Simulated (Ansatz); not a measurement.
**Run report: SiN$_{2}$H$_{8}$Cl$_{2}$, single-point calculation**

SiN$_{2}$H$_{8}$Cl$_{2}$, computed with RKS PBE0-D4/def2-TZVPP (Ansatz 0.2.0).

The geometry is the product side of a reaction. The reaction was set up to form Si1–N7, H6–N9 and H2–H8 and to break Si1–H2, H6–N7 and H8–N9 (atoms counted from 1 in the order of the input); sticks are drawn by distance alone. The geometry comes from this level: PBE0-D4/def2-TZVP.

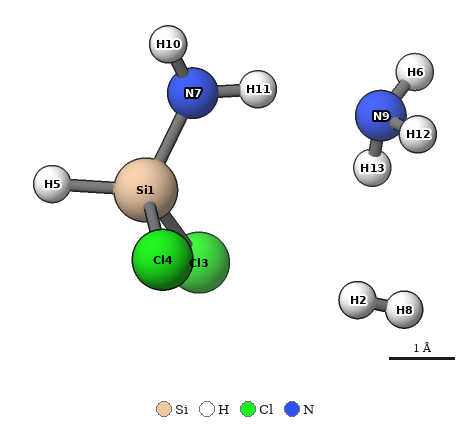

Fig. 1: The input geometry (ball-and-stick view, seen at a tilt; atoms are numbered from 1 in the order of the input).

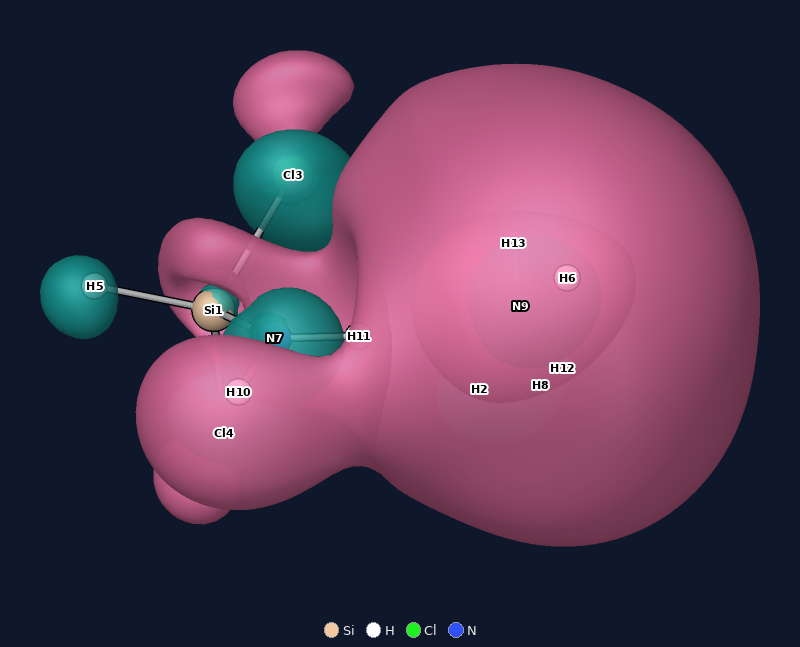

Fig. 2: One frontier orbital at ±0.05 Å⁻³ᐟ² (teal and pink are the two phases), seen from the side. The LUMO, at 0.66 eV. It lies mainly on H6 (25 %), H12 (15 %), N9 (15 %) and H13 (15 %).

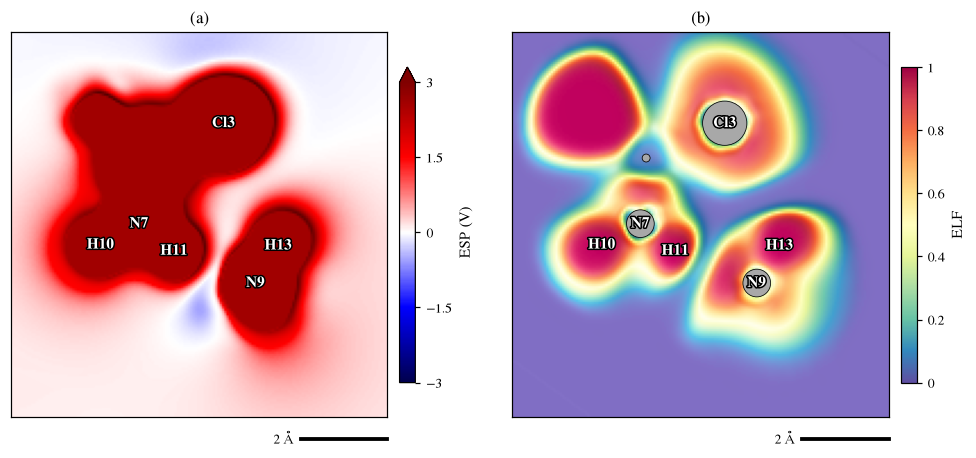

Fig. 3: (a) molecular electrostatic potential; (b) electron localisation function on the plane of atoms H10, N7 and H11. Grey discs, where drawn, cover atomic cores. N9···H11 (2.01 Å): the ELF is only about 0.15 between them (a closed-shell contact with the geometry of a hydrogen bond). N–H (1.01 Å): the ELF climbs to about 1 towards the hydrogen, as it does in any bond to H (a covalent bond by its length).

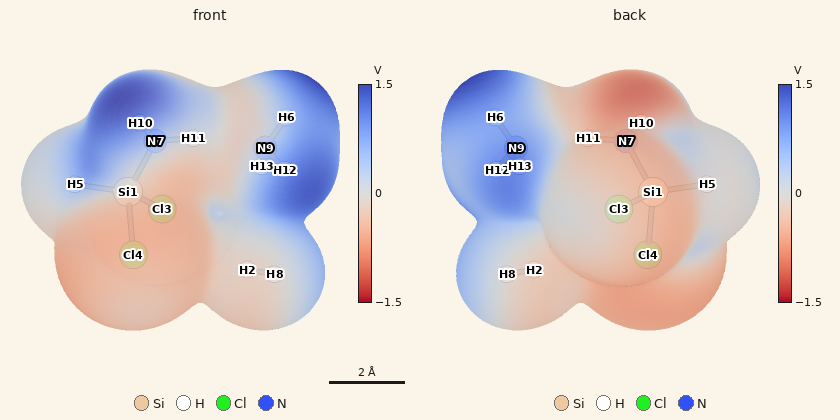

Fig. 4: The electrostatic potential painted on the density surface at 0.001 e/bohr³, seen face on and from behind; the colour scale runs from red (negative) to blue (positive).

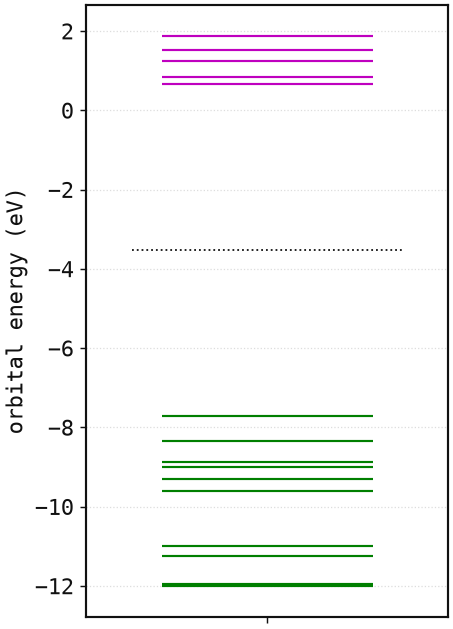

Fig. 5: Orbital energies near the frontier; the dotted line parts filled from empty levels, and levels within 0.02 eV of each other stand side by side. Highest filled −7.71 eV, lowest empty 0.66 eV, 8.37 eV apart.

The input and output of the run follow.

Input file:
```yaml
crystal:
  periodic: [false, false, false]
  atoms:
    - {symbol: Si, position_ang: [-0.332069, 1.793906, 0.767692]}
    - {symbol: H, position_ang: [-0.136328, -1.925439, 1.825930]}
    - {symbol: Cl, position_ang: [-2.121450, 0.809262, 0.558942]}
    - {symbol: Cl, position_ang: [0.481063, 1.104243, 2.536708]}
    - {symbol: H, position_ang: [-0.572613, 3.232702, 0.975383]}
    - {symbol: H, position_ang: [0.190556, -1.636600, -2.429800]}
    - {symbol: N, position_ang: [0.577635, 1.502435, -0.613152]}
    - {symbol: H, position_ang: [-0.224322, -2.656051, 1.696536]}
    - {symbol: N, position_ang: [0.184566, -1.358085, -1.456339]}
    - {symbol: H, position_ang: [1.414977, 2.033933, -0.789128]}
    - {symbol: H, position_ang: [0.606920, 0.555988, -1.002864]}
    - {symbol: H, position_ang: [0.706461, -2.052833, -0.936338]}
    - {symbol: H, position_ang: [-0.775494, -1.403562, -1.133670]}
basis:
  gaussian: {orbitals: def2-TZVPP}
hamiltonian: {xc: pbe0, dispersion: d4}
output: {orbitals: {seedname: orbitals}}
```

Run as:
```bash
ansatz run in.yaml --threads 8 --pin off --events-out ev --progress --plain --max-ram 19148MiB
```

What the program printed:
```
Functional definition: PBE0
  name "PBE0"
  cite "Adamo & Barone, J. Chem. Phys. 110, 6158 (1999) doi:10.1063/1.478522"
  cite "Perdew, Burke & Ernzerhof, Phys. Rev. Lett. 77, 3865 (1996) doi:10.1103/PhysRevLett.77.3865"
  parent pbe
  parameter a = 0.25
  parameter kappa = 0.804
  parameter beta = 0.06672455060314922
  exchange = (1 - a)*pbe_x(kappa = kappa, mu = beta*pi^2/3) + a*exact_x
  correlation = pbe_c(beta = beta)
1723 factors; their error is unknown
mean field evaluation 1: about -36013.2706 eV, gradient 7.7e1 eV
mean field evaluation 2: about -36000.9968 eV, gradient 1.0e2 eV
mean field evaluation 4: about -36023.9892 eV, gradient 5.5e0 eV
mean field evaluation 8: about -36024.0460 eV, gradient 4.2e-2 eV
mean field evaluation 16: about -36024.1314 eV, gradient 6.6e-5 eV
mean field -36024.13144318 eV, -1323.8624125036 hartree, gradient 6.6e-5 eV, S^2 0.000000; 0 other end points of the search recorded, 0 dependent functions left out
reference -36024.13148008 eV, -1323.8624138596 hartree; 35, 35 occupied and 265, 265 virtual orbitals, 1723 factors
Total energy: -36024.38830697 eV, -1323.8718520737 hartree
```

Summary:

- outcome: converged
- total energy: −36024.3883 eV
- mean-field energy: −36024.1315 eV
- dispersion energy: −0.2568 eV
- SCF solution under orbital rotations: stable
- HOMO: −7.71 eV
- LUMO: 0.66 eV
- hardware: 8 threads of Intel Xeon @ 2.50GHz, 180 GiB of memory available, shared host
- wall time: 4.9 s (CPU time 30 s)
- peak memory: 1 GiB
